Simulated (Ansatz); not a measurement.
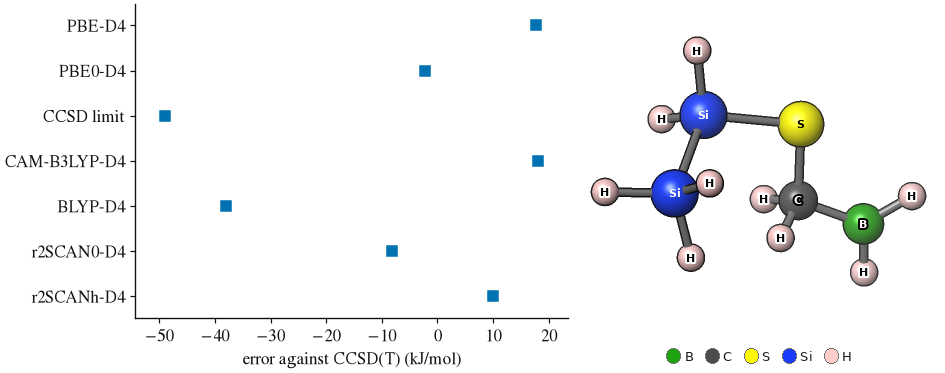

Error in the electronic atomisation energy (method less reference, so positive means overbinding) of CH₉BSSi₂, SMILES BCS[SiH2][SiH3]: functionals in def2-TZVPP against frozen-core CCSD(T) at the limit (MP2 extrapolated from triple and quadruple zeta, plus CCSD(T) less MP2 in a smaller set), which gives 4514.2 kJ/mol, at a PBE0-D4/def2-TZVP geometry (a minimum by its frequencies), no zero-point or spin-orbit term, the Ansatz code. The reference leaves out core correlation, a term that grows with the number of heavy atoms. Limit means the basis limit.

### Which of these levels overbind, and which underbind?

Overbind: none clearly. Underbind: CCSD limit and BLYP-D4. Within 25 kJ/mol of zero, too close to call in view of what the reference leaves out: PBE-D4, PBE0-D4, CAM-B3LYP-D4, r2SCAN0-D4 and r2SCANh-D4.

### What range do the values span?

From −48.9 kJ/mol (CCSD limit) to 18.1 kJ/mol (CAM-B3LYP-D4).

Limits of at least one run: one conformer of a flexible molecule.
